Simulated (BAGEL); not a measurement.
# GeH2Cl2O (SMILES [OH][GeH]([Cl])[Cl]): a chain of runs

Wanted: a single-point energy (HF/def2-SV(P)), then the energy (NEVPT2(2,2)/def2-SV(P)), then a single-point energy (CASPT2(2,2)/def2-SV(P)) of GeH2Cl2O. 

The calculation is run with BAGEL 1.2.2.

1 further run of the same task is left out (set aside as unsound or not needed).

**1. Starting point**

GeH2Cl2O has 6 atoms, charge 0, and is taken as a singlet. SMILES: `[OH][GeH]([Cl])[Cl]`. The O1–Ge2 distance was set to 3.328 Å, away from the relaxed value. At this shape a bond of the SMILES string is far longer than usual.

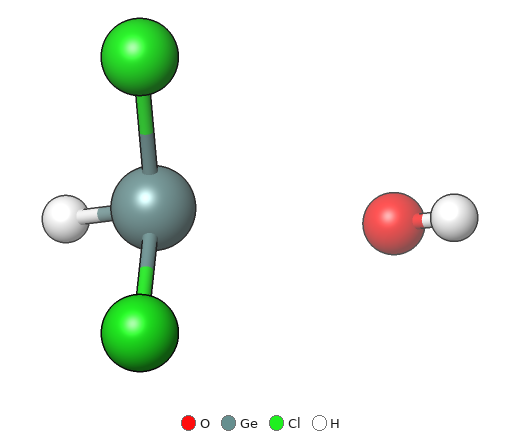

Viewed from a chosen angle; oxygen red, germanium teal, chlorine green, hydrogen white.

**2. The energy at HF/def2-SV(P) (density fitting with svp-jkfit) (run 1)**

The input, input.json:

```json
{ "bagel" : [

{
  "title" : "molecule",
  "basis" : "def2-sv_p_.json",
  "df_basis" : "svp-jkfit",
  "angstrom" : "false",
  "geometry" : [
    { "atom" : "O", "xyz" : [    -0.46683794,     4.88837000,    -2.84968054 ] },
    { "atom" : "Ge", "xyz" : [    -0.12358809,    -0.28119125,     0.71601723 ] },
    { "atom" : "Cl", "xyz" : [     3.68213135,    -1.63007776,     0.79689751 ] },
    { "atom" : "Cl", "xyz" : [    -2.36669300,    -3.21366825,    -0.92105251 ] },
    { "atom" : "H", "xyz" : [     0.07626935,     4.62569806,    -4.56328419 ] },
    { "atom" : "H", "xyz" : [    -1.04690827,     0.38720488,     3.35558668 ] }
  ]
},

{
  "title" : "hf"
},

{
  "title" : "print",
  "file" : "orbitals.molden",
  "orbitals" : "true"
}

]}
```

The basis set def2-SV(P) is read from a file made from the Basis Set Exchange's data (not shown).

Command:

```
$ BAGEL_NUM_THREADS=1 BAGEL input.json > input.out
```

Standard output:

```text
* using 1 threads per process

  ===============================================================
  ===============================================================

  *** Geometry ***

  { "atom" : "O", "xyz" : [     -0.466838,      4.888370,     -2.849681 ] },
  { "atom" : "Ge", "xyz" : [     -0.123588,     -0.281191,      0.716017 ] },
  { "atom" : "Cl", "xyz" : [      3.682131,     -1.630078,      0.796898 ] },
  { "atom" : "Cl", "xyz" : [     -2.366693,     -3.213668,     -0.921053 ] },
  { "atom" : "H", "xyz" : [      0.076269,      4.625698,     -4.563284 ] },
  { "atom" : "H", "xyz" : [     -1.046908,      0.387205,      3.355587 ] },

  Number of auxiliary basis functions:      635

  Since a DF basis is specified, we compute 2- and 3-index integrals:
    o Being stored without compression. Storage requirement is 0.038 GB

  Number of basis functions:       86
  Number of electrons      :       76

    * METHOD: MOLECULE                             0.40

  *** RHF ***

  === Nuclear Repulsion ===
   417.3359196265

      * DIIS with orbital gradients will be used.

  === RHF iteration (def2-sv_p_.json) ===
      0      -3069.28233227          0.01997010           0.16
      1      -3067.44990625          0.04476273           0.15
      2      -3069.57444502          0.00635664           0.16
      3      -3069.62889184          0.00216871           0.16
      4      -3069.64138703          0.00128659           0.16
      5      -3069.64634130          0.00104903           0.15
      6      -3069.64768093          0.00041548           0.16
      7      -3069.64808871          0.00008894           0.16
      8      -3069.64810159          0.00002545           0.15
      9      -3069.64810333          0.00001014           0.15
     10      -3069.64810364          0.00000528           0.15
     11      -3069.64810377          0.00000309           0.16
     12      -3069.64810383          0.00000203           0.16
     13      -3069.64810386          0.00000159           0.16
     14      -3069.64810388          0.00000123           0.16
     15      -3069.64810389          0.00000068           0.15
     16      -3069.64810390          0.00000028           0.16
     17      -3069.64810390          0.00000011           0.15
     18      -3069.64810390          0.00000005           0.16
     19      -3069.64810390          0.00000003           0.16
     20      -3069.64810390          0.00000002           0.15
     21      -3069.64810390          0.00000001           0.16
     22      -3069.64810390          0.00000001           0.15
    * SCF iteration converged.

    * Permanent dipole moment:
           (   -0.090851,     1.396808,    -0.956611) a.u.

    * METHOD: HF                                   3.88

    * METHOD: PRINT                                0.02

  ===============================================================
```

It took 4.5 s on 1 thread of Arm Neoverse V1, shared host; peak memory 0.17 GiB.

**3. A single-point energy at NEVPT2(2,2)/def2-SV(P) (density fitting with svp-jkfit) (run 2)**

Changes to input.json since step 2:

```diff
@@ -6,3 +6,3 @@
   "df_basis" : "svp-jkfit",
-  "angstrom" : "false",
+  "angstrom" : false,
   "geometry" : [
@@ -17,11 +17,9 @@
 
-{
-  "title" : "hf"
-},
+{ "title" : "hf" },
 
-{
-  "title" : "print",
-  "file" : "orbitals.molden",
-  "orbitals" : "true"
-}
+{ "title" : "casscf", "nstate" : 1, "nact" : 2, "nclosed" : 37, "active" : [38, 39], "maxiter" : 200, "natocc" : true },
+
+{ "title" : "nevpt2", "nstate" : 1, "nact" : 2, "nclosed" : 37, "active" : [38, 39], "maxiter" : 200, "natocc" : true, "ncore" : 20 },
+
+{ "title" : "print", "file" : "orbitals.molden", "orbitals" : true }
```

The basis set def2-SV(P) is read from a file made from the Basis Set Exchange's data (not shown).

Command:

```
$ BAGEL_NUM_THREADS=1 BAGEL input.json > input.out
```

Standard output:

```text
* using 1 threads per process

  ===============================================================
  ===============================================================

  *** Geometry ***

  { "atom" : "O", "xyz" : [     -0.466838,      4.888370,     -2.849681 ] },
  { "atom" : "Ge", "xyz" : [     -0.123588,     -0.281191,      0.716017 ] },
  { "atom" : "Cl", "xyz" : [      3.682131,     -1.630078,      0.796898 ] },
  { "atom" : "Cl", "xyz" : [     -2.366693,     -3.213668,     -0.921053 ] },
  { "atom" : "H", "xyz" : [      0.076269,      4.625698,     -4.563284 ] },
  { "atom" : "H", "xyz" : [     -1.046908,      0.387205,      3.355587 ] },

  Number of auxiliary basis functions:      635

  Since a DF basis is specified, we compute 2- and 3-index integrals:
    o Being stored without compression. Storage requirement is 0.038 GB

  Number of basis functions:       86
  Number of electrons      :       76

    * METHOD: MOLECULE                             0.40

  *** RHF ***

  === Nuclear Repulsion ===
   417.3359196265

      * DIIS with orbital gradients will be used.

  === RHF iteration (def2-sv_p_.json) ===
      0      -3069.28233227          0.01997010           0.16
      1      -3067.44990625          0.04476273           0.15
      2      -3069.57444502          0.00635664           0.15
      3      -3069.62889184          0.00216871           0.16
      4      -3069.64138703          0.00128659           0.16
      5      -3069.64634130          0.00104903           0.16
      6      -3069.64768093          0.00041548           0.15
      7      -3069.64808871          0.00008894           0.15
      8      -3069.64810159          0.00002545           0.16
      9      -3069.64810333          0.00001014           0.15
     10      -3069.64810364          0.00000528           0.16
     11      -3069.64810377          0.00000309           0.16
     12      -3069.64810383          0.00000203           0.15
     13      -3069.64810386          0.00000159           0.16
     14      -3069.64810388          0.00000123           0.15
     15      -3069.64810389          0.00000068           0.15
     16      -3069.64810390          0.00000028           0.15
     17      -3069.64810390          0.00000011           0.15
     18      -3069.64810390          0.00000005           0.15
     19      -3069.64810390          0.00000003           0.15
     20      -3069.64810390          0.00000002           0.16
     21      -3069.64810390          0.00000001           0.15
     22      -3069.64810390          0.00000001           0.15
    * SCF iteration converged.

    * Permanent dipole moment:
           (   -0.090851,     1.396808,    -0.956611) a.u.

    * METHOD: HF                                   3.87

  ---------------------------
      CASSCF calculation
  ---------------------------

    ==== Active orbitals : =====
         Orbital 38
         Orbital 39
    ============================

    * nstate   :      1
    * nclosed  :     37
    * nact     :      2
    * nvirt    :     47
  === CASSCF iteration (def2-sv_p_.json) ===

    * Using the second-order algorithm

      0  0     -3069.72706592     1.16e-02      0.04

      1  0     -3069.76361995     1.14e-03      0.80

      2  0     -3069.76424484     3.00e-04      0.87

      3  0     -3069.76428411     8.66e-05      0.89

      4  0     -3069.76428723     2.43e-05      0.91

      5  0     -3069.76428748     6.79e-06      0.88

      6  0     -3069.76428750     1.90e-06      0.92

      7  0     -3069.76428750     5.30e-07      0.90

      8  0     -3069.76428750     1.48e-07      0.73

      9  0     -3069.76428750     4.13e-08      0.67

     10  0     -3069.76428750     1.15e-08      0.65

     11  0     -3069.76428750     3.25e-09      0.58

    * Second-order optimization converged. *

     guess   0:   closed 1.                   open ..

  === FCI iteration ===

      0  0     -3069.62168426     1.05e-01      0.00
      1  0     -3069.74994397     3.52e-02      0.00
      2  0 *   -3069.76428750     7.49e-16      0.00

     * ci vector, state   0, <S^2> = 0.0000
       2.     0.8198300695
       .2    -0.5726068958

    * METHOD: CASSCF                               9.18

    * freezing 20 orbitals

  === DF-NEVPT2 calculation ===

    * 3-index integral transformation done
    * assembly done

      NEVPT2 correlation energy:   -0.6130546805      0.18

          (+0)     -0.5253072177
          (+0)'    -0.0145811728
          (+1)     -0.0199722024
          (+1)'    -0.0000000000
          (+2)     -0.0001940668
          (-1)     -0.0526677998
          (-1)'     0.0000000000
          (-2)     -0.0003322211

      NEVPT2 total energy:       -3070.3773421785

    * METHOD: NEVPT2                               0.43

    * METHOD: PRINT                                0.02

  ===============================================================
```

Run time: 14 s. Hardware: 1 thread of Arm Neoverse V1, shared host; peak memory 0.19 GiB.

**4. A single-point energy at CASPT2(2,2)/def2-SV(P) (density fitting with svp-jkfit) (run 3)**

The input, calc.json:

```json
{ "bagel" : [

{
  "title" : "molecule",
  "basis" : "def2-sv_p_.json",
  "df_basis" : "svp-jkfit",
  "angstrom" : false,
  "geometry" : [
    { "atom" : "O", "xyz" : [ -0.46683794,  4.88837000, -2.84968054 ] },
    { "atom" : "Ge", "xyz" : [ -0.12358809, -0.28119125,  0.71601723 ] },
    { "atom" : "Cl", "xyz" : [  3.68213135, -1.63007776,  0.79689751 ] },
    { "atom" : "Cl", "xyz" : [ -2.36669300, -3.21366825, -0.92105251 ] },
    { "atom" : "H", "xyz" : [  0.07626935,  4.62569806, -4.56328419 ] },
    { "atom" : "H", "xyz" : [ -1.04690827,  0.38720488,  3.35558668 ] }
  ]
},
{ "title" : "hf" },
{ "title" : "casscf", "nstate" : 1, "nact" : 2, "nclosed" : 37, "active" : [38, 39], "maxiter" : 200, "natocc" : true },
{ "title" : "print", "file" : "orbitals.molden", "orbitals" : true },
{ "title" : "smith", "method" : "caspt2", "ms" : true, "xms" : true, "sssr" : true, "shift" : 0.2, "shift_imag" : true, "ncore" : 20 }

]}
```

The basis set def2-SV(P) is read from a file made from the Basis Set Exchange's data (not shown).

Command:

```
$ BAGEL_NUM_THREADS=1 BAGEL calc.json > calc.out
```

Standard output:

```text
* using 1 threads per process

  ===============================================================
  ===============================================================

  *** Geometry ***

  { "atom" : "O", "xyz" : [     -0.466838,      4.888370,     -2.849681 ] },
  { "atom" : "Ge", "xyz" : [     -0.123588,     -0.281191,      0.716017 ] },
  { "atom" : "Cl", "xyz" : [      3.682131,     -1.630078,      0.796898 ] },
  { "atom" : "Cl", "xyz" : [     -2.366693,     -3.213668,     -0.921053 ] },
  { "atom" : "H", "xyz" : [      0.076269,      4.625698,     -4.563284 ] },
  { "atom" : "H", "xyz" : [     -1.046908,      0.387205,      3.355587 ] },

  Number of auxiliary basis functions:      635

  Since a DF basis is specified, we compute 2- and 3-index integrals:
    o Being stored without compression. Storage requirement is 0.038 GB

  Number of basis functions:       86
  Number of electrons      :       76

    * METHOD: MOLECULE                             0.40

  *** RHF ***

  === Nuclear Repulsion ===
   417.3359196265

      * DIIS with orbital gradients will be used.

  === RHF iteration (def2-sv_p_.json) ===
      0      -3069.28233227          0.01997010           0.16
      1      -3067.44990625          0.04476273           0.15
      2      -3069.57444502          0.00635664           0.15
      3      -3069.62889184          0.00216871           0.15
      4      -3069.64138703          0.00128659           0.15
      5      -3069.64634130          0.00104903           0.15
      6      -3069.64768093          0.00041548           0.15
      7      -3069.64808871          0.00008894           0.16
      8      -3069.64810159          0.00002545           0.16
      9      -3069.64810333          0.00001014           0.16
     10      -3069.64810364          0.00000528           0.15
     11      -3069.64810377          0.00000309           0.15
     12      -3069.64810383          0.00000203           0.15
     13      -3069.64810386          0.00000159           0.15
     14      -3069.64810388          0.00000123           0.16
     15      -3069.64810389          0.00000068           0.15
     16      -3069.64810390          0.00000028           0.16
     17      -3069.64810390          0.00000011           0.15
     18      -3069.64810390          0.00000005           0.15
     19      -3069.64810390          0.00000003           0.15
     20      -3069.64810390          0.00000002           0.15
     21      -3069.64810390          0.00000001           0.15
     22      -3069.64810390          0.00000001           0.15
    * SCF iteration converged.

    * Permanent dipole moment:
           (   -0.090851,     1.396808,    -0.956611) a.u.

    * METHOD: HF                                   3.85

  ---------------------------
      CASSCF calculation
  ---------------------------

    ==== Active orbitals : =====
         Orbital 38
         Orbital 39
    ============================

    * nstate   :      1
    * nclosed  :     37
    * nact     :      2
    * nvirt    :     47
  === CASSCF iteration (def2-sv_p_.json) ===

    * Using the second-order algorithm

      0  0     -3069.72706592     1.16e-02      0.03

      1  0     -3069.76361995     1.14e-03      0.81

      2  0     -3069.76424484     3.00e-04      0.90

      3  0     -3069.76428411     8.66e-05      0.88

      4  0     -3069.76428723     2.43e-05      0.92

      5  0     -3069.76428748     6.79e-06      0.90

      6  0     -3069.76428750     1.90e-06      0.92

      7  0     -3069.76428750     5.30e-07      0.90

      8  0     -3069.76428750     1.48e-07      0.71

      9  0     -3069.76428750     4.13e-08      0.66

     10  0     -3069.76428750     1.15e-08      0.63

     11  0     -3069.76428750     3.25e-09      0.57

    * Second-order optimization converged. *

     guess   0:   closed 1.                   open ..

  === FCI iteration ===

      0  0     -3069.62168426     1.05e-01      0.00
      1  0     -3069.74994397     3.52e-02      0.00
      2  0 *   -3069.76428750     7.49e-16      0.00

     * ci vector, state   0, <S^2> = 0.0000
       2.     0.8198300695
       .2    -0.5726068958

    * METHOD: CASSCF                               9.16

    * METHOD: PRINT                                0.02

  === SMITH program ===

    * freezing 20 orbitals

    * Approximate memory requirement for SMITH calulation per MPI process:
      o Storage requirement for T-amplitude, lambda, and residual is 0.02 GB
      o Storage requirement for MO integrals is 0.01 GB
    * Calculating and saving rdm4f

    * Zeroth order energy : state  0       -0.4563170970

    * CASPT2 iteration is performed using orthogonal basis

      -------------------------------------------  CASPT2 iteration  ---------------------------------------------------
       #      aibj      arbs      arbi      airj      risj      airs      arst      rist         Etot      error   time
      ------------------------------------------------------------------------------------------------------------------

       0  -0.52343  -0.00041  -0.05702  -0.02199  -0.00032  -0.01486  -0.00000  -0.00000   -0.6180344  0.0005635   0.09
       1  -0.52345  -0.00042  -0.05708  -0.02202  -0.00032  -0.01493  -0.00000  -0.00000   -0.6182155  0.0000494   0.08
       2  -0.52345  -0.00042  -0.05708  -0.02202  -0.00032  -0.01493  -0.00000  -0.00000   -0.6182172  0.0000058   0.08
       3  -0.52345  -0.00042  -0.05708  -0.02202  -0.00032  -0.01493  -0.00000  -0.00000   -0.6182173  0.0000009   0.08

      ------------------------------------------------------------------------------------------------------------------

    * CASPT2 energy : state  0    -3070.3854321570
        w/o shift correction      -3070.3825047740
        reference weight              0.8415850927

    * METHOD: SMITH                                0.70

  ===============================================================
```

It took 14 s on 1 thread of Arm Neoverse V1, shared host; peak memory 0.21 GiB.

**5. Results**

| quantity | value |
| --- | --- |
| run 1, HF/def2-SV(P): total energy | -3069.64810 Eh |
| run 1, HF/def2-SV(P): dipole moment | 4.31 D |
| run 1, HF/def2-SV(P): HOMO energy | -8.80 eV |
| run 1, HF/def2-SV(P): LUMO energy | -1.81 eV |
| run 1, HF/def2-SV(P): HOMO–LUMO gap | 6.98 eV |
| run 2, NEVPT2(2,2)/def2-SV(P): total energy | -3070.37734 Eh |
| run 3, CASPT2(2,2)/def2-SV(P): total energy | -3070.38543 Eh |

What this shows: One bond (run 1, HF/def2-SV(P)) is far stretched, which a spin-restricted single reference describes badly; a broken-symmetry solution may lie lower.
